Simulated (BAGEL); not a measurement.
# GaHSF2 (SMILES [F][Ga]([F])[SH]): PBE0/def2-SVPD (density fitting with qzvpp-jkfit)

Aim: the energy change on altering one bond length of GaHSF2 at PBE0/def2-SVPD (density fitting with qzvpp-jkfit), from 2 runs. 

The results are computed with BAGEL 1.2.2.

1 further run of the same task is left out (it didn't finish). Runs told in other sessions of the task aren't counted.

**1. The system as given**

GaHSF2: 5 atoms, total charge 0, spin state singlet. SMILES: `[F][Ga]([F])[SH]`. The shape is that of a PBE0-D4/def2-TZVP optimisation.

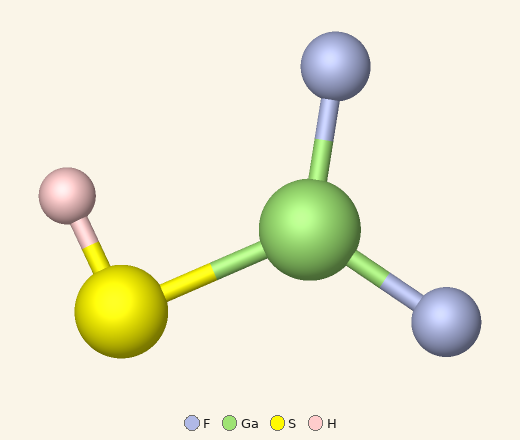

Viewed from a chosen angle; fluorine light blue, gallium green, sulfur yellow, hydrogen pink.

**2. The energy at PBE0/def2-SVPD (density fitting with qzvpp-jkfit)**

Contents of dft.json:

```json
{ "bagel": [

{
  "title": "molecule",
  "basis": "def2-svpd.json",
  "df_basis": "qzvpp-jkfit",
  "angstrom": "true",
  "geometry": [
    { "atom": "F", "xyz": [      -0.326400,      -1.486100,       1.658600 ] },
    { "atom": "Ga", "xyz": [       0.142700,      -0.389000,       0.397700 ] },
    { "atom": "F", "xyz": [       1.855700,      -0.271200,       0.121400 ] },
    { "atom": "S", "xyz": [      -1.298500,       0.749200,      -0.745600 ] },
    { "atom": "H", "xyz": [      -0.323600,       1.323500,      -1.473600 ] }
  ]
},

{ "title": "ks", "xc_func": "pbe0" },

{ "title": "print", "file": "orbitals.molden", "orbitals": "true" }

]}
```

The basis set def2-SVPD is read from a file made from the Basis Set Exchange's data (not shown).

Launch:

```sh
$ BAGEL_NUM_THREADS=1 BAGEL dft.json > dft.out
```

Log:

```text
* using 1 threads per process

  ===============================================================
  ===============================================================

  *** Geometry ***

  { "atom" : "F", "xyz" : [     -0.616807,     -2.808322,      3.134300 ] },
  { "atom" : "Ga", "xyz" : [      0.269664,     -0.735103,      0.751544 ] },
  { "atom" : "F", "xyz" : [      3.506765,     -0.512494,      0.229413 ] },
  { "atom" : "S", "xyz" : [     -2.453809,      1.415783,     -1.408980 ] },
  { "atom" : "H", "xyz" : [     -0.611515,      2.501053,     -2.784700 ] },

  Number of auxiliary basis functions:      566

  Since a DF basis is specified, we compute 2- and 3-index integrals:
    o Being stored without compression. Storage requirement is 0.064 GB

  Number of basis functions:      119
  Number of electrons      :       66

    * METHOD: MOLECULE                             0.32

  *** Kohn-Sham DFT ***

    * Removing 7612 points whose weight is below 1.00e-10
    * Grid points: 66918

  === Nuclear Repulsion ===
   365.6878300203

       - DIIS with orbital gradients will be used.

  === KS iteration (pbe0 / def2-svpd.json) ===
      0      -2441.95268068          0.09515662           0.40
      1      -2282.07200512          0.16339272           0.39
      2      -2436.10200538          0.09877540           0.39
      3      -2515.66153392          0.07658380           0.39
      4      -2458.24282898          0.13503109           0.39
      5      -2459.34739575          0.13675817           0.39
      6      -2459.01302415          0.13628701           0.39
      7      -2456.82840793          0.13950572           0.40
      8      -2499.48404023          0.14369407           0.40
      9      -2501.34807622          0.10113902           0.40
     10      -2516.90424838          0.06838846           0.39
     11      -2520.27892485          0.04898398           0.40
     12      -2521.13139704          0.03874887           0.39
     13      -2521.17838875          0.04822591           0.39
     14      -2522.32970160          0.00731596           0.39
     15      -2522.36358536          0.00266347           0.39
     16      -2522.36642205          0.00181121           0.39
     17      -2522.36843231          0.00036244           0.39
     18      -2522.36851168          0.00007971           0.39
     19      -2522.36851673          0.00002147           0.39
     20      -2522.36851714          0.00000696           0.39
     21      -2522.36851717          0.00000354           0.39
     22      -2522.36851718          0.00000118           0.39
     23      -2522.36851718          0.00000042           0.39
     24      -2522.36851718          0.00000008           0.39
     25      -2522.36851718          0.00000004           0.39
     26      -2522.36851718          0.00000001           0.39
     27      -2522.36851718          0.00000001           0.39
    * SCF iteration converged.

    * Permanent dipole moment:
           (    0.358176,    -0.590522,     0.628638) a.u.

    * METHOD: KS                                  11.26

    * METHOD: PRINT                                0.02

  ===============================================================
```

It took 12 s on 1 thread of Arm Neoverse V2, shared host; peak memory 0.43 GiB.

**3. The distorted shape, same level**

Contents of calc.json:

```json
{ "bagel" : [

{
  "title" : "molecule",
  "basis" : "def2-svpd.json",
  "df_basis" : "qzvpp-jkfit",
  "angstrom" : true,
  "geometry" : [
    { "atom" : "F", "xyz" : [   -0.583346,   -1.503770,    1.700044 ] },
    { "atom" : "Ga", "xyz" : [   -0.114246,   -0.406670,    0.439144 ] },
    { "atom" : "F", "xyz" : [    1.855700,   -0.271200,    0.121400 ] },
    { "atom" : "S", "xyz" : [   -1.555446,    0.731530,   -0.704156 ] },
    { "atom" : "H", "xyz" : [   -0.580546,    1.305830,   -1.432156 ] }
  ]
},
{
  "title" : "ks",
  "xc_func" : "pbe0"
},
{
  "title" : "print",
  "file" : "orbitals.molden",
  "orbitals" : true
}

]}
```

The basis set def2-SVPD is read from a file made from the Basis Set Exchange's data (not shown).

Launch:

```sh
$ BAGEL_NUM_THREADS=1 BAGEL calc.json > calc.out
```

Log:

```text
* using 1 threads per process

  ===============================================================
  ===============================================================

  *** Geometry ***

  { "atom" : "F", "xyz" : [     -1.102364,     -2.841713,      3.212618 ] },
  { "atom" : "Ga", "xyz" : [     -0.215894,     -0.768495,      0.829862 ] },
  { "atom" : "F", "xyz" : [      3.506765,     -0.512494,      0.229413 ] },
  { "atom" : "S", "xyz" : [     -2.939367,      1.382391,     -1.330662 ] },
  { "atom" : "H", "xyz" : [     -1.097073,      2.467661,     -2.706383 ] },

  Number of auxiliary basis functions:      566

  Since a DF basis is specified, we compute 2- and 3-index integrals:
    o Being stored without compression. Storage requirement is 0.064 GB

  Number of basis functions:      119
  Number of electrons      :       66

    * METHOD: MOLECULE                             0.32

  *** Kohn-Sham DFT ***

    * Removing 7372 points whose weight is below 1.00e-10
    * Grid points: 67158

  === Nuclear Repulsion ===
   352.1478323080

       - DIIS with orbital gradients will be used.

  === KS iteration (pbe0 / def2-svpd.json) ===
      0      -2436.43595079          0.09601521           0.40
      1      -2249.77126384          0.18902251           0.40
      2      -2437.53567877          0.09796834           0.40
      3      -2443.16311060          0.20178462           0.40
      4      -2517.84916808          0.06386329           0.39
      5      -2457.64821651          0.14137816           0.40
      6      -2460.57117591          0.15106330           0.41
      7      -2456.47107129          0.14678923           0.40
      8      -2506.82794349          0.09720320           0.40
      9      -2521.46088097          0.03295958           0.40
     10      -2521.70679965          0.02806205           0.40
     11      -2522.31553440          0.00692609           0.40
     12      -2522.32631402          0.00537108           0.40
     13      -2522.34575940          0.00179989           0.40
     14      -2522.34876360          0.00017015           0.40
     15      -2522.34878299          0.00003330           0.40
     16      -2522.34878365          0.00001287           0.40
     17      -2522.34878375          0.00000511           0.40
     18      -2522.34878376          0.00000248           0.40
     19      -2522.34878377          0.00000051           0.39
     20      -2522.34878377          0.00000026           0.40
     21      -2522.34878377          0.00000009           0.40
     22      -2522.34878377          0.00000003           0.40
     23      -2522.34878377          0.00000002           0.40
     24      -2522.34878377          0.00000000           0.39
    * SCF iteration converged.

    * Permanent dipole moment:
           (    0.862319,    -0.610561,     0.608181) a.u.

    * METHOD: KS                                  10.22

    * METHOD: PRINT                                0.02

  ===============================================================
```

Wall time 11 s (1 thread of Arm Neoverse V2, shared host); peak memory 0.43 GiB.

**4. Outcome**

Level: PBE0/def2-SVPD (density fitting with qzvpp-jkfit).

```
                                                          quantity           value
                                         first shape: total energy  -2522.36852 Eh
                                        first shape: dipole moment          2.37 D
                                          first shape: HOMO energy        -8.72 eV
                                          first shape: LUMO energy        -1.92 eV
                                        first shape: HOMO–LUMO gap         6.80 eV
                                     distorted shape: total energy  -2522.34878 Eh
                                    distorted shape: dipole moment          3.10 D
                                      distorted shape: HOMO energy        -9.00 eV
                                      distorted shape: LUMO energy        -2.67 eV
                                    distorted shape: HOMO–LUMO gap         6.33 eV
energy change with the Ga2–F3 bond stretched from 1.739 to 2.000 Å        0.537 eV
```

What this shows: With the Ga2–F3 bond stretched from 1.739 to 2.000 Å the energy rises by 0.54 eV (51.8 kJ/mol). The first shape isn't relaxed at this level, so the change isn't measured from a minimum.
